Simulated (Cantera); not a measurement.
Feed: 1 mol Ta2O5, 1.3 mol CO, 0.41 mol CH4, equilibrated at 210 Pa.

Equilibrium computed with Cantera from the NASA thermochemical tables; the gas is ideal and each condensed phase is pure. Candidate condensed phases: C, C6H6, C7H8, C8H18, H2O, Ta, TaC, Ta2O5; 113 gas species. Mutual solubility and eutectic melting of coexisting phases are not modelled. TaC: taken at fixed stoichiometry. Condensed phases not in the tables: Ta2C. The numbers say what is thermodynamically allowed, not how fast it happens.

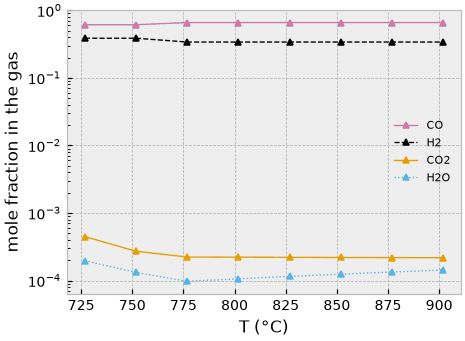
Fig. 1. Equilibrium gas composition (values under 1e-9 drawn at 1e-9)

### Question
Read off the mole fractions at 802 °C.

### Answer
CO about 0.66, H2 about 0.34, CO2 about 0.00022, H2O about 0.00011.
